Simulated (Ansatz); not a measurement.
# AlPH₃ (quartet): from Hartree-Fock to the top rungs, cc-pVTZ

How much of the correlation energy of AlPH₃ (quartet) does each wave-function method recover here?

The runs use Ansatz 0.2.0, Gaussian basis; cc-pVTZ, core rule «outside noble gas», up to 10 orbitals frozen.

The runs, in order: UHF; CCSD(T) on ROHF; CCSD(T) on UHF; BCCD(T) on ROHF; CCSDT(Q) on ROHF; CCSDT(Q) on UHF.

9 further runs of the same task are left out: 4 for a known fault of the program, 5 set aside as unsound or not needed.

### Step 1. What is computed

The geometry is a PBE0/def2-TZVP stationary point (not a proven minimum) of the parent state, kept for this charge and spin.

5 atoms, charge 0, spin multiplicity 4.

Atoms are counted from 1 here; the program's logs count them from 0.

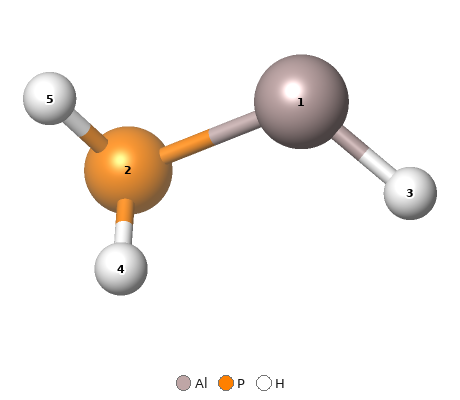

The structure; aluminium light grey, phosphorus orange, hydrogen white; atoms are numbered from 1 in the order of the file.

### Step 2. UHF

Input file in.yaml:

```yaml
crystal:
  periodic: [false, false, false]
  atoms:
    - {symbol: Al, position_ang: [0.042298, -0.119616, 1.254150]}
    - {symbol: P, position_ang: [-0.090450, 0.068392, -1.079457]}
    - {symbol: H, position_ang: [-0.052697, 1.261982, 2.066825]}
    - {symbol: H, position_ang: [1.035122, 0.939745, -1.114035]}
    - {symbol: H, position_ang: [0.664801, -1.101382, -1.353659]}
basis:
  gaussian: {orbitals: cc-pVTZ}
magnetization: {spin_polarized: true, initial_magnetization: 3}
hamiltonian: {xc: hf}
output: {orbitals: {seedname: orbitals}}
```

The run is started by

```sh
> ansatz run in.yaml --threads 1 --pin off --events-out ev --progress --plain --max-ram 4096MiB --backend cpu
```

The runs that follow: CCSD(T) on ROHF; CCSD(T) on UHF; BCCD(T) on ROHF; CCSDT(Q) on ROHF; CCSDT(Q) on UHF.

**Question.** What will the summary of the whole plan be? Wanted: UCCSDT(Q) below the RHF energy; RMP2 from UCCSDT(Q); UMP2 from UCCSDT(Q); RCCSD from UCCSDT(Q); RCCSD(T) from UCCSDT(Q); UCCSD(T) from UCCSDT(Q); RCCSDT(Q) from UCCSDT(Q); T1 diagnostic.

**Answer**, as computed:

| quantity | value |
| --- | --- |
| UCCSDT(Q) below the RHF energy | -6.8392 eV |
| RMP2 from UCCSDT(Q) | +33.11 kcal/mol |
| UMP2 from UCCSDT(Q) | +33.23 kcal/mol |
| RCCSD from UCCSDT(Q) | +7.81 kcal/mol |
| RCCSD(T) from UCCSDT(Q) | +1.67 kcal/mol |
| UCCSD(T) from UCCSDT(Q) | +1.65 kcal/mol |
| RCCSDT(Q) from UCCSDT(Q) | +0.09 kcal/mol |
| levels within 1 kcal/mol (43 meV) | RCCSDT, UCCSDT, RCCSDT(Q) |
| T1 diagnostic | 0.046 |

**Reading.** RCCSD(T) misses by +1.67 kcal/mol, 1.1 % of the correlation energy. These misses are within one basis, not against nature; the frozen cores of restricted and unrestricted runs differ, which can shift their rows.
